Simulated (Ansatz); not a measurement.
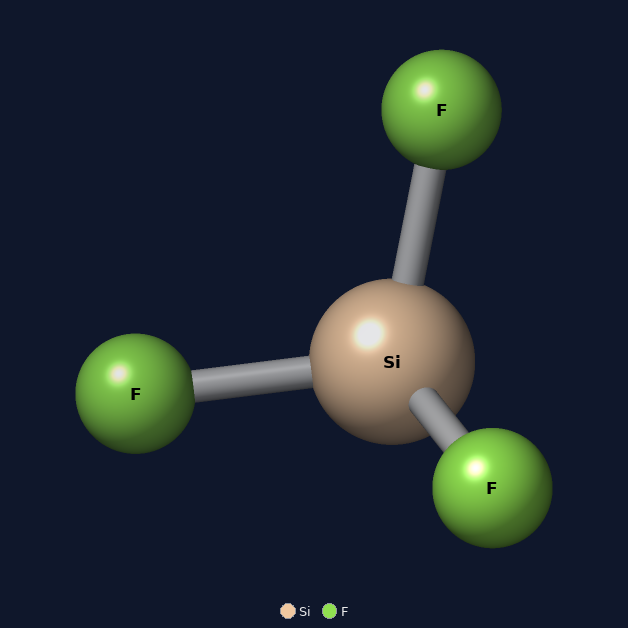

Rendered structure (ball-and-stick style). Every bond is drawn as one stick, whatever its order.

State: neutral, doublet. Computed geometry: PBE0-D4/def2-TZVP optimisation.

What is the molecular formula?

Answer. SiF₃, 4 atoms: 1 silicon and 3 fluorine.

Which point group does it belong to?

Answer. C3v.

Count the bonded pairs by element.

Answer. 3 F–Si. Sticks follow a distance rule.

More results for the same structure follow; atom numbers are the same in all pictures, views and colours differ.

### Charges

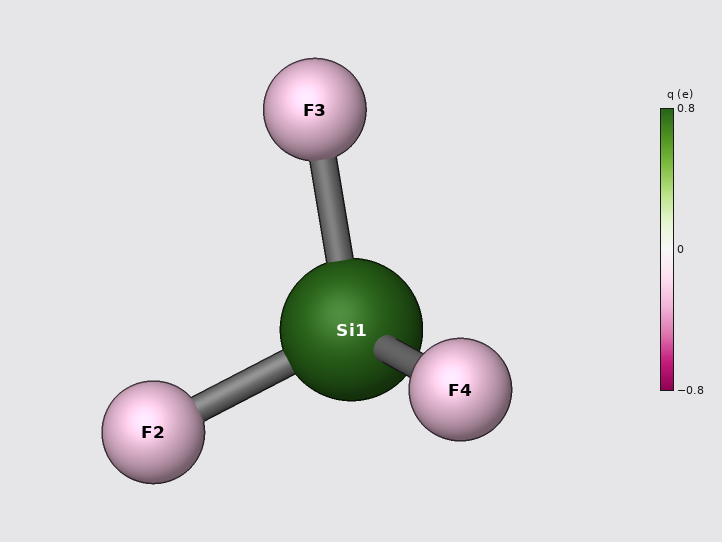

Atoms are coloured by their Mulliken charges. Method: UKS PBE0-D4/def2-TZVP (Ansatz 0.2.0).

Give the Mulliken charges atom by atom.

```
atom  value (e)
 Si1       0.78
  F2      −0.26
  F3      −0.26
  F4      −0.26
```

### Thermal motion

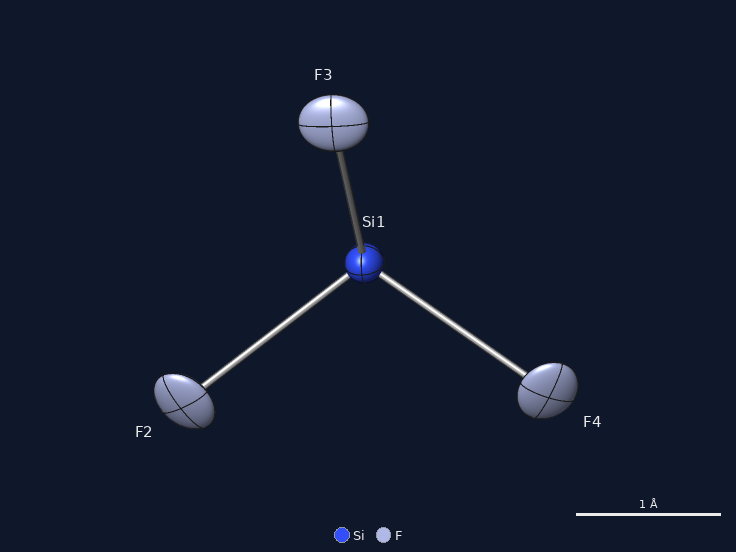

Displacement ellipsoids at the 50 % level, enlarged 3 times, from the internal vibrations of the free molecule (harmonic, no overall translation or rotation; no half-axis is drawn under 0.075 Å). Vibrations computed with UKS PBE0-D4/def2-TZVP (Ansatz 0.2.0). Temperature: 400 K.

Which atom moves most?

Answer. F2, F3, F4, with U_eq = 0.0017 Å².

Give the displacement parameters, one line for each set of equivalent atoms.

```csv
atom,U_eq (Å²),rms amplitudes (Å)
Si1,0.00100,"0.030, 0.030, 0.035"
"F2, F3, F4",0.0017,"0.018, 0.044, 0.054"
```

### Electronic properties

Properties computed with UHF-CCSD(T), frozen core/def2-TZVPP (Ansatz 0.2.0).

Estimate the ⟨S²⟩ of the determinant.

Answer. 0.752.

What is the T1 diagnostic?

Answer. 0.014.

Mulliken values depend strongly on the basis set and can even reverse the polarity of a bond.
